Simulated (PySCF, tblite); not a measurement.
# C₅H₈F₃Si radical: geometry, infrared bands and EPR parameters

What infrared bands and EPR parameters should C₅H₈F₃Si radical (`FC(F)[C@@H]1[CH]C[Si@@H](F)C1`) show?

Programs: tblite 0.8.0 and PySCF 2.14.0, with density-fitted response routines of our own. Each step states its level of theory. These are calculated values for one molecule in the gas phase, unless marked as measured. Atoms are numbered from 0 throughout.

## 1. Starting geometry

17 atoms, charge 0, multiplicity 2; geometry from: force field or distance geometry start.

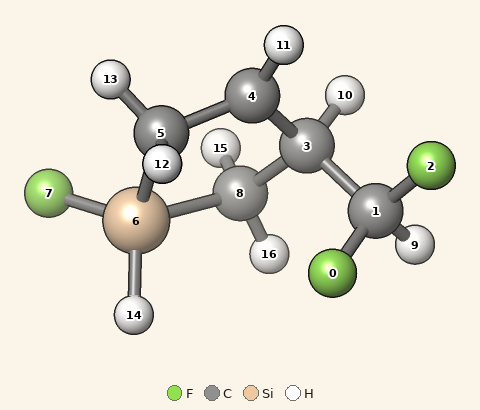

The starting geometry (fluorine green, carbon grey, silicon light orange, hydrogen white), atoms numbered.

## 2. Optimising the geometry with GFN2-xTB

The job: settings as JSON, then the geometry in Å.

```
{"job": {"kind": "relax", "xc": "GFN2-xTB", "basis": "xTB"}, "charge": 0, "multiplicity": 2}
F     -1.617300     1.235800     0.738500
C     -1.931900     0.357000    -0.252100
F     -2.877700    -0.474100     0.252800
C     -0.685300    -0.454100    -0.646900
C     -0.112100    -1.257800     0.533500
C      1.039600    -0.640800     1.275800
Si     1.614300     0.836200     0.229600
F      3.130400     0.630900    -0.248900
C      0.442300     0.436700    -1.209200
H     -2.347700     0.900200    -1.087600
H     -0.999500    -1.176200    -1.413500
H     -0.648300    -2.113900     0.930300
H      0.711500    -0.305600     2.277100
H      1.853900    -1.372000     1.389900
H      1.367600     2.171900     0.848800
H      1.002800    -0.115200    -1.952700
H      0.050400     1.352900    -1.675400
```

On the command line:

```bash
> OMP_NUM_THREADS=1 python probes_run.py task.json out
```

One launch serves the whole session: the jobs run in the order shown.

What it wrote:

```text
step      E/eV     max force
  0    -835.32732    1.471
  1    -835.41142    0.667
  2    -835.44488    0.382
  3    -835.45888    0.306
  4    -835.47053    0.262
  5    -835.47780    0.192
  6    -835.48564    0.206
  7    -835.49216    0.206
  8    -835.49622    0.188
  9    -835.49811    0.098
 10    -835.49925    0.071
 11    -835.50030    0.082
 12    -835.50125    0.090
 13    -835.50193    0.063
 14    -835.50244    0.060
 15    -835.50291    0.058
 16    -835.50333    0.058
 17    -835.50363    0.041
 18    -835.50383    0.035
 19    -835.50399    0.035
 20    -835.50415    0.032
 21    -835.50429    0.031
 22    -835.50440    0.031
 23    -835.50451    0.036
 24    -835.50467    0.043
 25    -835.50488    0.042
 26    -835.50510    0.039
 27    -835.50530    0.033
 28    -835.50547    0.032
 29    -835.50567    0.034
 30    -835.50590    0.039
 31    -835.50611    0.036
 32    -835.50626    0.031
 33    -835.50639    0.029
 34    -835.50658    0.034
 35    -835.50686    0.043
 36    -835.50720    0.055
 37    -835.50753    0.048
 38    -835.50781    0.034
 39    -835.50807    0.041
 40    -835.50835    0.046
 41    -835.50860    0.050
 42    -835.50878    0.031
 43    -835.50889    0.029
 44    -835.50900    0.022
 45    -835.50909    0.029
 46    -835.50915    0.021
 47    -835.50918    0.016
 48    -835.50921    0.014
 49    -835.50925    0.018
 50    -835.50928    0.018
 51    -835.50931    0.012
 52    -835.50934    0.013
 53    -835.50936    0.012
 54    -835.50939    0.014
 55    -835.50941    0.010
```

Run time: 0.35 s. Hardware: 1 thread of Arm Neoverse V2, shared host.

Along the way: (not every step is listed)

```csv
step,energy from step 0 (eV),largest force (eV/Å)
0,0.0000,1.4714
1,-0.0841,0.6674
2,-0.1176,0.3818
3,-0.1316,0.3060
4,-0.1432,0.2618
5,-0.1505,0.1918
6,-0.1583,0.2060
7,-0.1648,0.2060
8,-0.1689,0.1882
12,-0.1739,0.0899
16,-0.1760,0.0583
20,-0.1768,0.0319
24,-0.1774,0.0433
28,-0.1781,0.0321
32,-0.1789,0.0315
36,-0.1799,0.0553
40,-0.1810,0.0459
44,-0.1817,0.0225
48,-0.1819,0.0136
50,-0.1820,0.0177
51,-0.1820,0.0124
52,-0.1820,0.0132
53,-0.1820,0.0117
54,-0.1821,0.0139
55,-0.1821,0.0102
```

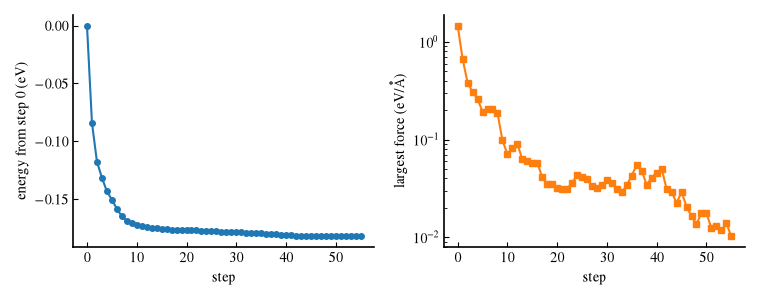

Energy and force, step by step.

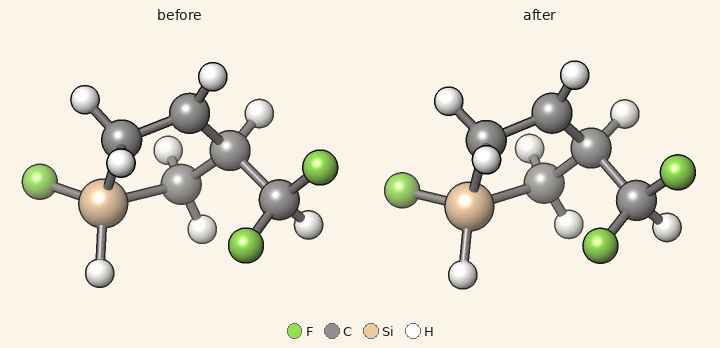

Before and after, at one scale.

Close pairs (by a distance rule), those that changed most:

```csv
bond,before (Å),after (Å),change (Å)
C3–C4,1.539,1.484,-0.055
Si6–H14,1.493,1.449,-0.044
C4–C5,1.503,1.480,-0.022
C1–H9,1.080,1.102,+0.022
Si6–F7,1.603,1.621,+0.018
C8–H16,1.100,1.088,-0.012
C4–H11,1.085,1.076,-0.010
C5–H12,1.106,1.096,-0.010
```

The end geometry stands in the next job.

## 3. Vibrational analysis with GFN2-xTB

The job: settings as JSON, then the geometry in Å.

```
{"job": {"kind": "ir", "xc": "GFN2-xTB", "basis": "xTB"}, "charge": 0, "multiplicity": 2}
F     -1.458382     1.251579     0.743591
C     -1.840823     0.366308    -0.211330
F     -2.821067    -0.385584     0.342371
C     -0.653376    -0.509131    -0.663399
C     -0.106465    -1.266565     0.489862
C      0.990381    -0.646080     1.266798
Si     1.516647     0.873124     0.253121
F      3.081922     0.781258    -0.158246
C      0.436550     0.404917    -1.241874
H     -2.291987     0.943988    -1.033909
H     -1.070747    -1.185755    -1.419374
H     -0.615413    -2.144907     0.845161
H      0.646199    -0.391598     2.275727
H      1.807926    -1.359492     1.419482
H      1.352263     2.195680     0.821704
H      1.024632    -0.160205    -1.965211
H     -0.005258     1.244493    -1.774383
```

What it wrote:

```text
mode    cm-1     km/mol
  1      30.6      3.43
  2      59.8      3.99
  3      74.6      0.23
  4     154.7     12.66
  5     185.6     13.16
  6     213.7      2.36
  7     246.2      2.36
  8     338.8      7.86
  9     399.2      2.98
 10     444.3     19.09
 11     490.7     13.86
 12     566.2     92.96
 13     599.6     12.10
 14     642.5     71.06
 15     673.0     26.48
 16     712.8     34.78
 17     722.7     60.20
 18     761.9     70.87
 19     812.1     98.08
 20     822.6    246.33
 21     855.2     44.93
 22     953.6      5.72
 23    1013.8    119.65
 24    1030.7     27.19
 25    1043.3      9.67
 26    1077.7    105.72
 27    1110.8      3.30
 28    1142.9     35.40
 29    1196.2     65.05
 30    1223.9      2.89
 31    1234.3     18.18
 32    1254.0      6.66
 33    1280.3     19.00
 34    1295.3     24.36
 35    1323.5      8.08
 36    1433.6     15.06
 37    1470.4      6.16
 38    2387.9    249.97
 39    2869.9     45.50
 40    2876.1     19.52
 41    2906.7     37.33
 42    2922.4     16.70
 43    2993.6     25.33
 44    3016.3     26.72
 45    3120.4     34.90
```

Wall time 0.57 s (1 thread of Arm Neoverse V2, shared host).

Which atoms move in the most intense modes:

| cm⁻¹ | km/mol | atoms |
| --- | --- | --- |
| 566 | 93.0 | H14 83 % |
| 642 | 71.1 | H14 67 % |
| 762 | 70.9 | C8 22 %, H15 21 %, H16 17 %, C1 16 % |
| 812 | 98.1 | C8 22 %, C3 20 %, Si6 17 %, C5 14 % |
| 823 | 246.3 | Si6 40 %, F7 30 % |
| 1014 | 119.7 | C1 48 %, F0 18 % |
| 1078 | 105.7 | C1 49 %, F2 21 % |
| 2388 | 250.0 | H14 97 % |

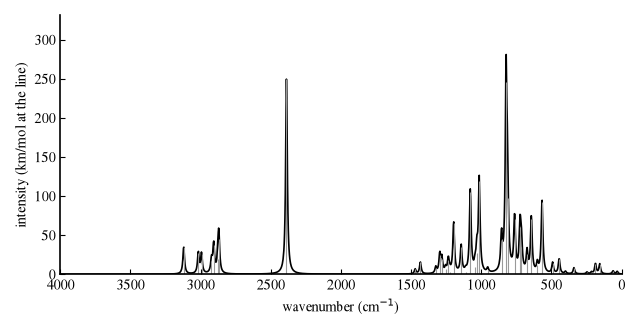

The infrared spectrum from these modes, unscaled. Lines are broadened to a width of 14 cm⁻¹ (Lorentzian).

## 4. EPR parameters: B3LYP/pcH-1

Settings changed since step 3:

```diff
@@ -1,2 +1,2 @@
-{"job": {"kind": "ir", "xc": "GFN2-xTB", "basis": "xTB"}, "charge": 0, "multiplicity": 2}
+{"job": {"kind": "epr", "basis": "pcH-1"}, "charge": 0, "multiplicity": 2}
 F     -1.458382     1.251579     0.743591
```

With the program's defaults for keys left out, this is: UKS B3LYP, pcH-1 on C F H Si, non-relativistic, mean-field spin-orbit, GIAO.

What it wrote:

```text
UKS, coarse grid
  cycle   1  E = -784.26581339  |g| = 6.89e-01
  cycle   2  E = -784.08034364  |g| = 1.06e+00
  cycle   3  E = -784.42472492  |g| = 7.32e-02
  cycle   4  E = -784.42605643  |g| = 4.58e-02
  cycle   5  E = -784.42695426  |g| = 8.02e-03
  cycle   6  E = -784.42698172  |g| = 3.20e-03
  cycle   7  E = -784.42698632  |g| = 1.40e-03
  cycle   8  E = -784.42698711  |g| = 5.49e-04
UKS, final grid
  cycle   1  E = -784.42696871  |g| = 8.06e-04
  cycle   2  E = -784.42696850  |g| = 1.18e-03
  cycle   3  E = -784.42696892  |g| = 8.14e-05
  cycle   4  E = -784.42696892  |g| = 2.16e-05
E = -784.42696892 Eh   <S^2> = 0.7540 (exact 0.7500)
g shifts (ppm)      1          2          3
  rmc          -145       -145       -145
  gc              1         35         23
  oz_so          -5        712       1006
  total        -149        601        884
hyperfine (MHz)  atom isotope    a_iso     a_fc   dipolar eigenvalues
    0   19F       2.08       2.07     -7.93      0.55      7.38
    1   13C      77.25      77.26     -7.24     -6.50     13.74
    2   19F      15.26      15.26     -7.11      3.34      3.77
    3   13C     -31.45     -31.46     -1.52     -0.85      2.37
    4   13C     101.85     101.94    -80.42    -80.12    160.55
    5   13C     -32.58     -32.59     -2.95      0.54      2.41
    6  29Si      -1.07      -1.07     -1.45      0.66      0.80
    7   19F      -1.21      -1.21     -0.93     -0.38      1.31
    8   13C       9.81       9.82     -1.72     -1.40      3.12
    9    1H       9.39       9.39     -3.79     -1.91      5.70
   10    1H      46.50      46.50     -5.10     -4.23      9.33
   11    1H     -60.38     -60.40    -37.89     -0.76     38.65
   12    1H     129.71     129.71     -5.52     -3.04      8.56
   13    1H     113.71     113.71     -5.45     -4.23      9.68
   14    1H      -0.87      -0.87     -1.31     -1.15      2.46
   15    1H      -2.58      -2.58     -3.16     -2.35      5.51
   16    1H       1.31       1.31     -2.09     -1.41      3.50
```

Wall time 2.4 min (1 thread of Arm Neoverse V2, shared host); peak memory 1.1 GiB.

Principal g values 2.00217, 2.00292, 2.00320; g(iso) = 2.00276, against 2.00232 for a free electron.

Hyperfine couplings, nucleus by nucleus at this fixed geometry (no averaging over rotations):

| nuclei | isotope | a(iso) (MHz) | a(iso) (G, at g = 2.0023) | largest dipolar term (MHz) |
| --- | --- | --- | --- | --- |
| H12 | 1H | 129.7 | 46.3 | 8.6 |
| H13 | 1H | 113.7 | 40.6 | 9.7 |
| C4 | 13C | 101.8 | 36.3 | 160.5 |
| C1 | 13C | 77.3 | 27.6 | 13.7 |
| H11 | 1H | -60.4 | -21.5 | 38.7 |
| H10 | 1H | 46.5 | 16.6 | 9.3 |
| C5 | 13C | -32.6 | -11.6 | -2.9 |
| C3 | 13C | -31.4 | -11.2 | 2.4 |
| F2 | 19F | 15.3 | 5.4 | -7.1 |
| C8 | 13C | 9.8 | 3.5 | 3.1 |
| H9 | 1H | 9.4 | 3.4 | 5.7 |
| H15 | 1H | -2.6 | -0.9 | 5.5 |
| F0 | 19F | 2.1 | 0.7 | -7.9 |
| H16 | 1H | 1.3 | 0.5 | 3.5 |

Mulliken spin populations:

F0 0.00; C1 0.05; F2 0.00; C3 -0.07; C4 1.02; C5 -0.09; Si6 0.00; F7 0.00; C8 0.01; H9 0.01; H10 0.02; H11 -0.04; H12 0.05; H13 0.04; H14 0.00; H15 0.00; H16 0.00

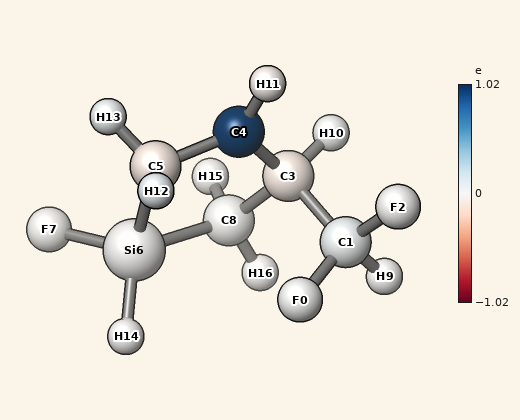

Mulliken spin populations, as colours on the atoms.

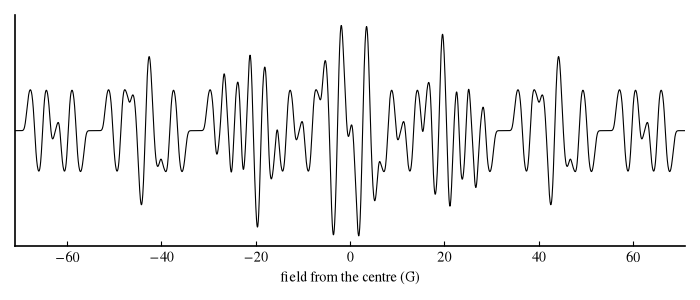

First-order isotropic spectrum (first derivative, main isotopes with spin only, couplings over 0.8 MHz, Gaussian width 0.3 G; couplings of the frozen geometry, rotation of groups not averaged beyond the rows shown).

Orbitals, density, ELF and potential are computed afterwards from the orbital file.

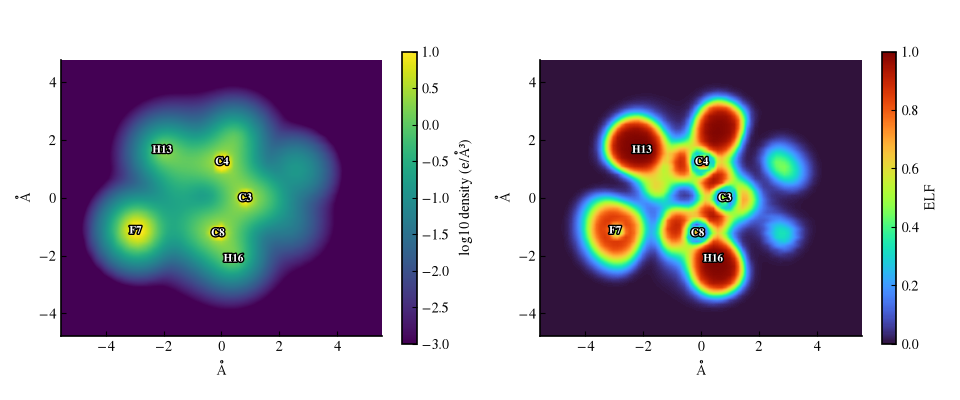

Density (left) and ELF (right) in a plane through or near 6 of the atoms.

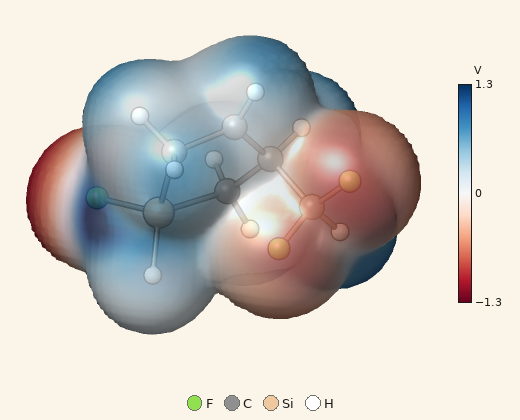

The potential that a unit positive charge feels on the 0.002 e/bohr³ surface, from -1.10 V near F7 to 1.30 V near H9.

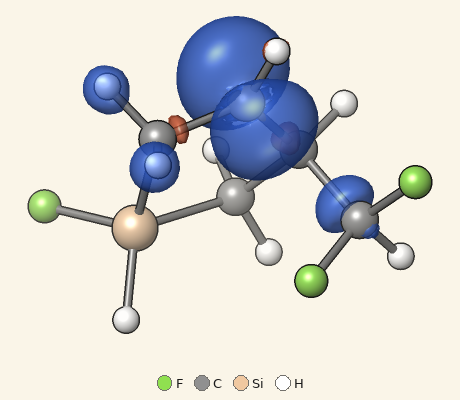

Spin density at ±0.04 e/Å³ (alpha excess blue, beta excess red).

## 5. Outcome

| quantity | value |
| --- | --- |
| strongest single infrared mode (GFN2-xTB) | 2388 cm⁻¹, 250 km/mol |
| zero-point energy (GFN2-xTB) | 74.3 kcal/mol |
| g(iso) (B3LYP) | 2.00276 |
| ⟨S²⟩ | 0.754 (exact 0.75) |
| largest a(iso) | 1H on H12, 129.7 MHz |
| surface potential, least and greatest | -1.10 V and 1.30 V |

What this shows: Relaxing lowered the energy by 0.182 eV in 55 steps; the close pair that moved most is C3–C4, from 1.539 to 1.484 Å. All 45 modes are real, so the xTB geometry is a minimum. The strongest single mode, at 2388 cm⁻¹, moves mainly H14. Unscaled tight-binding wavenumbers are off by several per cent, some by more. Its intensities can rank the bands wrongly. Most of the unpaired spin sits on C4 (1.02 e). The isotropic g lies 0.4 ppt above the free-electron value.
